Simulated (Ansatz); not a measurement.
Dissociation curve of NH, triplet.

Levels: ROCCSDT(Q) = CCSDT(Q)/B on ROHF/cc-pVDZ, frozen core run with Ansatz (a program for electronic structure); UKS-B3LYP = unrestricted B3LYP/cc-pVDZ in Ansatz; ROMP2 = MP2 on ROHF/cc-pVDZ, frozen core run with Ansatz.

Energies are in kcal/mol, each relative to the lowest point of its own curve near equilibrium.

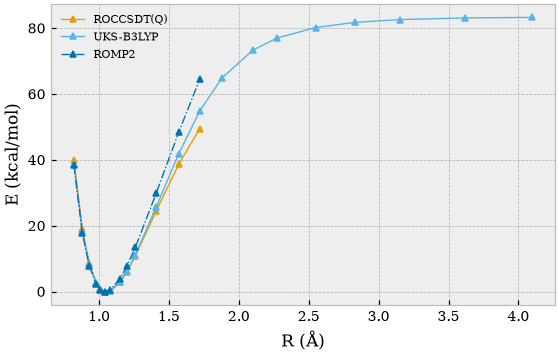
Figure: Energy against bond length for each method.

```json
[
 {"R / Å": "0.82", "ROCCSDT(Q)": "39.9", "UKS-B3LYP": "38.8", "ROMP2": "38.3"},
 {"R / Å": "0.88", "ROCCSDT(Q)": "19.0", "UKS-B3LYP": "18.4", "ROMP2": "17.8"},
 {"R / Å": "0.93", "ROCCSDT(Q)": "8.6", "UKS-B3LYP": "8.3", "ROMP2": "7.7"},
 {"R / Å": "0.98", "ROCCSDT(Q)": "2.7", "UKS-B3LYP": "2.6", "ROMP2": "2.2"},
 {"R / Å": "1.01", "ROCCSDT(Q)": "0.9", "UKS-B3LYP": "0.8", "ROMP2": "0.6"},
 {"R / Å": "1.04", "ROCCSDT(Q)": "0.0", "UKS-B3LYP": "0.0", "ROMP2": "0.0"},
 {"R / Å": "1.08", "ROCCSDT(Q)": "0.1", "UKS-B3LYP": "0.1", "ROMP2": "0.5"},
 {"R / Å": "1.15", "ROCCSDT(Q)": "2.8", "UKS-B3LYP": "2.9", "ROMP2": "3.9"},
 {"R / Å": "1.20", "ROCCSDT(Q)": "6.0", "UKS-B3LYP": "6.2", "ROMP2": "7.8"},
 {"R / Å": "1.26", "ROCCSDT(Q)": "10.8", "UKS-B3LYP": "11.1", "ROMP2": "13.5"},
 {"R / Å": "1.41", "ROCCSDT(Q)": "24.6", "UKS-B3LYP": "25.8", "ROMP2": "30.0"},
 {"R / Å": "1.57", "ROCCSDT(Q)": "38.7", "UKS-B3LYP": "41.9", "ROMP2": "48.4"},
 {"R / Å": "1.72", "ROCCSDT(Q)": "49.5", "UKS-B3LYP": "54.8", "ROMP2": "64.5"},
 {"R / Å": "1.88", "ROCCSDT(Q)": "—", "UKS-B3LYP": "64.9", "ROMP2": "—"},
 {"R / Å": "2.10", "ROCCSDT(Q)": "—", "UKS-B3LYP": "73.3", "ROMP2": "—"},
 {"R / Å": "2.27", "ROCCSDT(Q)": "—", "UKS-B3LYP": "76.9", "ROMP2": "—"},
 {"R / Å": "2.55", "ROCCSDT(Q)": "—", "UKS-B3LYP": "80.2", "ROMP2": "—"},
 {"R / Å": "2.83", "ROCCSDT(Q)": "—", "UKS-B3LYP": "81.7", "ROMP2": "—"},
 {"R / Å": "3.15", "ROCCSDT(Q)": "—", "UKS-B3LYP": "82.6", "ROMP2": "—"},
 {"R / Å": "3.62", "ROCCSDT(Q)": "—", "UKS-B3LYP": "83.1", "ROMP2": "—"},
 {"R / Å": "4.10", "ROCCSDT(Q)": "—", "UKS-B3LYP": "83.3", "ROMP2": "—"}
]
```

Dashes: no converged value, or the column stops at the first point that the program doubted or that broke a chosen test of continuity, which isn't proof of a fault.

The T1 diagnostic of CCSD on the restricted reference of ROCCSDT(Q), ROMP2 exceeds 0.045 at 1.57 to 2.27 Å. The unrestricted determinant behind UKS-B3LYP is spin-contaminated at 1.72 to 4.10 Å (<S²> up to 3.0, against 2.00 for a pure triplet).
